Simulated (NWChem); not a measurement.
**BNH3Br (SMILES NBBr): levels of theory compared**

Wanted: a comparison of 4 runs (HF/cc-pVDZ, HF/def2-SVP, PBE0/def2-SVP, MP2/def2-SVP) of BNH3Br. 

The results are computed with NWChem 7.3.0.

## 1. Starting point

BNH3Br: 6 atoms, total charge 0, spin state singlet. SMILES: `NBBr`. The coordinates come from a PBE0-D4/def2-TZVP relaxation.

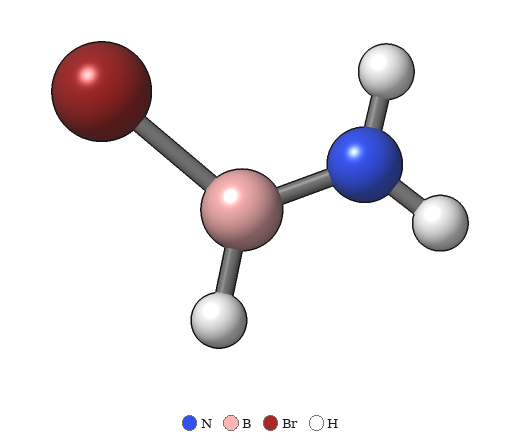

The structure, seen from a chosen angle (nitrogen blue, boron pink, bromine red, hydrogen white).

## 2. Energy and forces at HF/cc-pVDZ (run 1)

Contents of bbrh3n.nw:

```
start bbrh3n
memory total 2200 mb
geometry noautosym nocenter noautoz
  N       -0.228400      -0.210700      -0.724700
  B        0.246400      -0.041600       0.560100
  Br       0.107800       1.687200       1.408500
  H       -0.174900      -1.094700      -1.201500
  H       -0.652700       0.528800      -1.259400
  H        0.743900      -0.933100       1.170700
end
basis spherical bse
  * library cc-pVDZ
end
scf
  thresh 1e-08
  maxiter 80
end
task scf gradient
```

The run is started by

```
nwchem bbrh3n.nw > bbrh3n.out
```

Standard output:

```text
[...]
  functions       =    70
[...]
  wavefunction    = RHF
[...]
         Total SCF energy =  -2653.357797088309
      One-electron energy =  -3968.097573717857
      Two-electron energy =   1175.975379030039
 Nuclear repulsion energy =    138.764397599510
        Time for solution =     43.6s
[...]
                         RHF ENERGY GRADIENTS
    atom               coordinates                        gradient
                 x          y          z           x          y          z
   1 N      -0.431613  -0.398165  -1.369484    0.002565   0.000893   0.006904
   2 B       0.465628  -0.078613   1.058436   -0.000051   0.006748   0.004544
   3 Br      0.203712   3.188346   2.661679    0.000458  -0.007620  -0.004128
   4 H      -0.330513  -2.068683  -2.270506    0.000384  -0.006012  -0.003199
   5 H      -1.233424   0.999287  -2.379921   -0.003015   0.005448  -0.003653
   6 H       1.405767  -1.763303   2.212302   -0.000341   0.000543  -0.000468
[...]
```

Wall time 65 s (1 thread of Intel Xeon 6975P-C (Granite Rapids), shared host); peak memory 0.097 GiB.

## 3. Energy and gradient at HF/def2-SVP (run 2)

Contents of calc.nw:

```
start calc
memory 2200 mb
charge 0
geometry units angstroms noautosym nocenter noautoz
  N       -0.228400      -0.210700      -0.724700
  B        0.246400      -0.041600       0.560100
  Br       0.107800       1.687200       1.408500
  H       -0.174900      -1.094700      -1.201500
  H       -0.652700       0.528800      -1.259400
  H        0.743900      -0.933100       1.170700
end
basis spherical bse
  * library def2-SVP
end
scf
  thresh 1e-08
  maxiter 80
  print medium
end
task scf gradient
```

The run is started by

```
nwchem calc.nw > calc.out
```

Standard output:

```text
[...]
  functions       =    75
[...]
  wavefunction    = RHF
[...]
         Total SCF energy =  -2653.007773190395
      One-electron energy =  -3968.386842137650
      Two-electron energy =   1176.614671347745
 Nuclear repulsion energy =    138.764397599510
        Time for solution =      6.2s
[...]
                         RHF ENERGY GRADIENTS
    atom               coordinates                        gradient
                 x          y          z           x          y          z
   1 N      -0.431613  -0.398165  -1.369484    0.002786   0.001274   0.007709
   2 B       0.465628  -0.078613   1.058436    0.000053   0.004544   0.003284
   3 Br      0.203712   3.188346   2.661679    0.000289  -0.006471  -0.003752
   4 H      -0.330513  -2.068683  -2.270506    0.000433  -0.005861  -0.002975
   5 H      -1.233424   0.999287  -2.379921   -0.002879   0.005344  -0.003390
   6 H       1.405767  -1.763303   2.212302   -0.000682   0.001170  -0.000875
[...]
```

Wall time 9.6 s (1 thread of Intel Xeon 6975P-C (Granite Rapids), shared host); peak memory 0.097 GiB.

Run 3 isn't shown in full; the table further down has it.

## 4. Energy and forces at MP2/def2-SVP (run 4)

Contents of run.nw:

```
start run
title "BBrH3N"
memory 2200 mb
charge 0
geometry units angstrom noautosym nocenter noautoz
 N     -0.228400    -0.210700    -0.724700
 B      0.246400    -0.041600     0.560100
 Br     0.107800     1.687200     1.408500
 H     -0.174900    -1.094700    -1.201500
 H     -0.652700     0.528800    -1.259400
 H      0.743900    -0.933100     1.170700
end
basis spherical bse
 N library def2-SVP
 B library def2-SVP
 Br library def2-SVP
 H library def2-SVP
end
scf
 thresh 1e-08
 maxiter 80
end
mp2
 freeze core 11
 tight
end
task mp2 gradient
```

The run is started by

```
nwchem run.nw > run.out
```

Standard output:

```text
[...]
  functions       =    75
[...]
  wavefunction    = RHF
[...]
         Total SCF energy =  -2653.007773190395
      One-electron energy =  -3968.386842137650
      Two-electron energy =   1176.614671347745
 Nuclear repulsion energy =    138.764397599510
        Time for solution =      6.2s
[...]
          Total MP2 energy         -2653.495270089663
[...]
                         mp2 ENERGY GRADIENTS
    atom               coordinates                        gradient
                 x          y          z           x          y          z
   1 N      -0.431613  -0.398165  -1.369484    0.000310   0.000682   0.001216
   2 B       0.465628  -0.078613   1.058436   -0.000478  -0.004813  -0.004465
   3 Br      0.203712   3.188346   2.661679    0.000091  -0.000916  -0.000417
   4 H      -0.330513  -2.068683  -2.270506   -0.000477   0.005466   0.002582
   5 H      -1.233424   0.999287  -2.379921    0.002407  -0.004539   0.002809
   6 H       1.405767  -1.763303   2.212302   -0.001853   0.004121  -0.001724
[...]
```

Wall time 19 s (1 thread of Intel Xeon 6975P-C (Granite Rapids), shared host); peak memory 0.2 GiB.

## 5. Overview of the runs

| run | level | iteration cap | module | energy (Eh) | dipole moment (D) | HOMO energy (eV) | LUMO energy (eV) | wall time |
| --- | --- | --- | --- | --- | --- | --- | --- | --- |
| 1 | HF/cc-pVDZ | 80 | scf | -2653.357797 | 3.06 | -10.87 | 4.00 | 65 s |
| 2 | HF/def2-SVP | 80 | scf | -2653.007773 | 3.02 | -10.86 | 3.98 | 9.6 s |
| 3 | PBE0/def2-SVP | 100 | dft | -2654.873885 | 3.00 | -7.82 | 0.30 | 15 s |
| 4 | MP2/def2-SVP | 80 | mp2 | -2653.495270 | 3.08 | -10.86 | 3.98 | 19 s |

## 6. Results

| quantity | value |
| --- | --- |
| run 4: total energy | -2653.49527 Eh |
| run 4: dipole moment (of the density that the program reports) | 3.08 D |
| run 4: HOMO energy (Hartree–Fock orbitals) | -10.86 eV |
| run 4: LUMO energy (Hartree–Fock orbitals) | 3.98 eV |
| run 4: HOMO–LUMO gap (Hartree–Fock orbitals) | 14.84 eV |
| run 4: correlation energy (11 core orbitals frozen) | -487.5 mEh |
| run 4: largest force on an atom | 0.338 eV/Å |

In words: The dipole moment (its size) runs from 3.00 D (PBE0/def2-SVP) to 3.08 D (MP2/def2-SVP). Over runs 1, 2, 3 the HOMO–LUMO gap runs from 8.13 eV (PBE0/def2-SVP) to 14.87 eV (HF/cc-pVDZ). The two ends differ in method and basis. All runs together took 1.8 min, the longest 65 s.
